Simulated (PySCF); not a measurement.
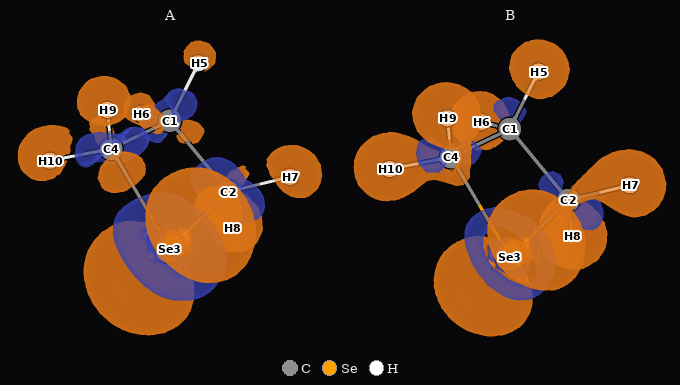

Figure. C3H6Se, charge +1, doublet, SMILES `C1C[Se+]C1`. The two Fukui functions at ±0.03 e/Å³ (orange positive, blue negative).

PySCF calculation, B3LYP/def2-SVPD, gas phase; geometry: GFN2-xTB. No frequency check shows the geometry to be a minimum. GFN2-xTB bond lengths at metals and heavier atoms can be off by up to 0.1 Å and shapes distorted, which carries into these values. GFN2-xTB doesn't know the spin state, so this open-shell geometry is rough.

> Which panel is f⁻ (electron removed) and which f⁺ (electron added)?

A is f⁺, B is f⁻. f⁻ (Hirshfeld-condensed) is largest on Se3 (0.41); the vertical ionisation energy is 16.10 eV (to the singlet dication, which needn't be its lowest state). f⁺ (Hirshfeld-condensed) is largest on Se3 (0.57); the vertical electron affinity is 8.25 eV (to the singlet neutral species, which needn't be its lowest state).
